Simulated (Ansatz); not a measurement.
## AgI under a change: In on a Ag site, symmetric start

Take a 16-atom supercell of AgI in the wurtzite structure (space group P6_3mc, No. 186; a = 4.6852 Å, c = 7.6621 Å) at its relaxed geometry as the base.

It is then changed as follows: one Ag atom is replaced by In, atoms relaxed at fixed cell.

Method: PBE in Ansatz (plane waves to 420 eV, PAW, no SOC). Settings: 5×5×5 k-points, 0.01 eV Fermi–Dirac smearing.

| quantity | base | changed | shift |
|---|---|---|---|
| pressure | 0.0 GPa | 1.4 GPa | +1.4 GPa |
| energy gained by relaxation | – | 1.15 eV | – |
| shift of the substituted atom off its lattice site | – | 0.40 Å | – |

Final structure:

```yaml
crystal:
  lattice:
    - [9.37043, 0.00000, 0.00000]
    - [-4.68522, 8.11503, 0.00000]
    - [4.68522, 8.11503, 7.66214]
  atoms:
    - { symbol: In, position: [0.37450, 0.20784, 0.95883] }
    - { symbol: Ag, position: [0.33336, 0.66411, 0.00514] }
    - { symbol: Ag, position: [0.82561, 0.15637, 0.00514] }
    - { symbol: Ag, position: [0.82561, 0.66411, 0.00514] }
    - { symbol: Ag, position: [0.64531, 0.82849, 0.51310] }
    - { symbol: Ag, position: [0.64531, 0.30372, 0.51310] }
    - { symbol: Ag, position: [0.17009, 0.82849, 0.51310] }
    - { symbol: Ag, position: [0.16478, 0.33145, 0.50188] }
    - { symbol: I, position: [0.80782, 0.64116, 0.52551] }
    - { symbol: I, position: [0.70273, 0.03344, 0.63585] }
    - { symbol: I, position: [0.19487, 0.52558, 0.63585] }
    - { symbol: I, position: [0.19487, 0.03344, 0.63585] }
    - { symbol: I, position: [0.01222, 0.20704, 0.14037] }
    - { symbol: I, position: [0.01222, 0.66482, 0.14037] }
    - { symbol: I, position: [0.55444, 0.20704, 0.14037] }
    - { symbol: I, position: [0.53464, 0.70131, 0.13203] }
```

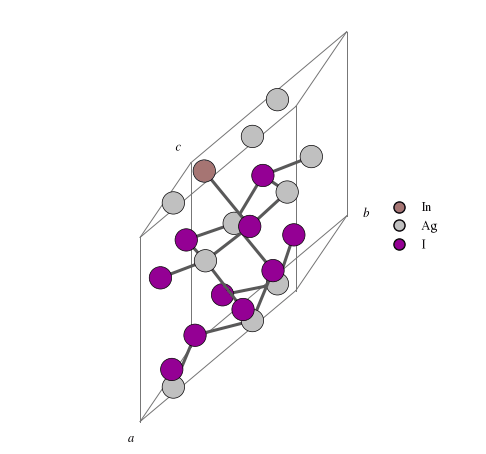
The relaxed cell after the change

Cost of the whole job for the changed cell (relaxation, final SCF and bands): roughly 50 core-minutes.

The magnetic state is the one reached from the starting moments; the real material's order can differ, and small cells can't hold many antiferromagnetic ones. The cell is small, so the values are those of an ordered compound at a high defect concentration; dilute-limit values will differ. The defect started on the symmetric site and kept its symmetry, so it may sit on a saddle. Seeded moments were not kept for In on a Ag site. The defect cell is spin-polarised and ends with 0.0 μB.

Ansatz is a first-principles code.
